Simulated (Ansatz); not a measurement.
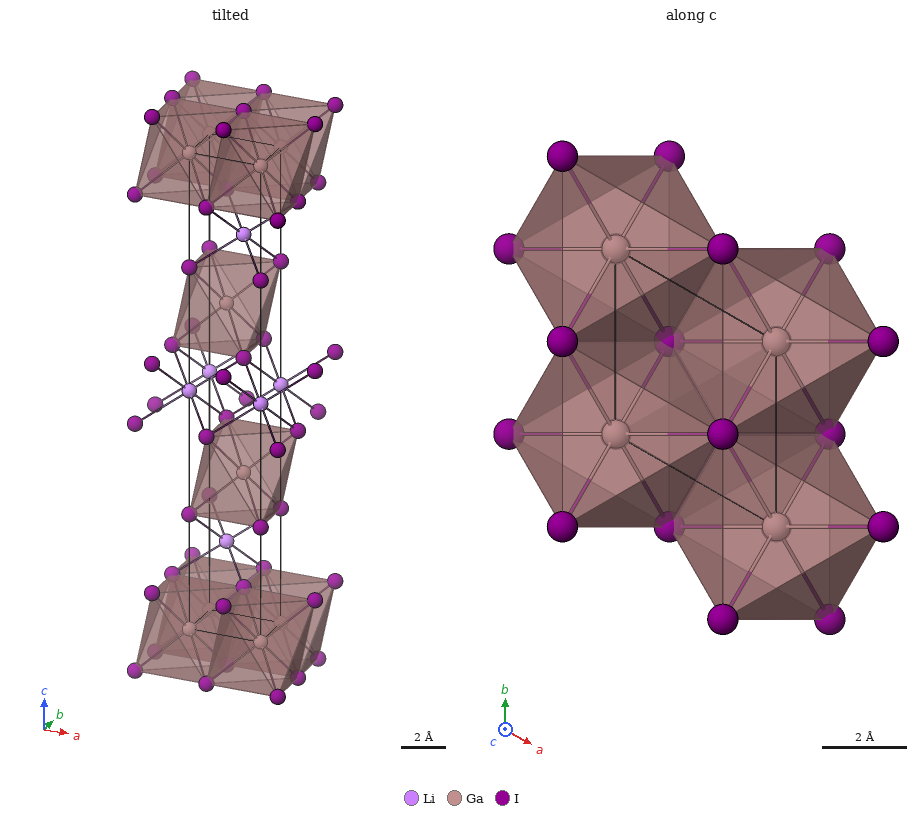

The figure gives a polyhedral picture of the atoms, viewed slightly off an axis and along the c axis. The parallelepiped is the conventional unit cell. A few atoms beyond the faces are included.

LiGaI₂, α-NaFeO₂ type, space group R-3m (No. 166), a = 4.449 Å, b = 4.449 Å, c = 22.487 Å, α = 90.00°, β = 90.00°, γ = 120.00°. Provenance: a structure type filled with these elements by a generator (whether the compound takes this form wasn't checked). Earlier steps of the study may have refined or changed the cell and positions. It was run through Ansatz as a DFT input.

This one geometry was computed with Ansatz (DFT, plane waves, PAW) at three levels of theory: r2SCAN, PBE and LDA.

### Which level gives the highest pressure at this volume, and what does that say about its equilibrium volume?

Highest: r2SCAN (-0.2 GPa) and PBE (0.0 GPa), which points to the largest equilibrium volume. Lowest, with the smallest volume: LDA (-2.4 GPa). Levels within 0.5 GPa of each other can't be told apart.

### How does the band gap change with the level of theory?

LDA: a gap of 1.95 eV, indirect; PBE: a gap of 2.07 eV, indirect; r2SCAN: a gap of 2.37 eV, indirect.

### Collect the results in a table.

| level | cutoff (eV) | k-mesh of the run's cell | gap (eV) | pressure (GPa) |
| --- | --- | --- | --- | --- |
| r2SCAN | 500 | 6×6×6 | 2.37 | -0.2 |
| PBE | 420 | 6×6×6 | 2.07 | 0.0 |
| LDA | 420 | 6×6×6 | 1.95 | -2.4 |

Gaps are taken on the k-mesh or band path of each run.
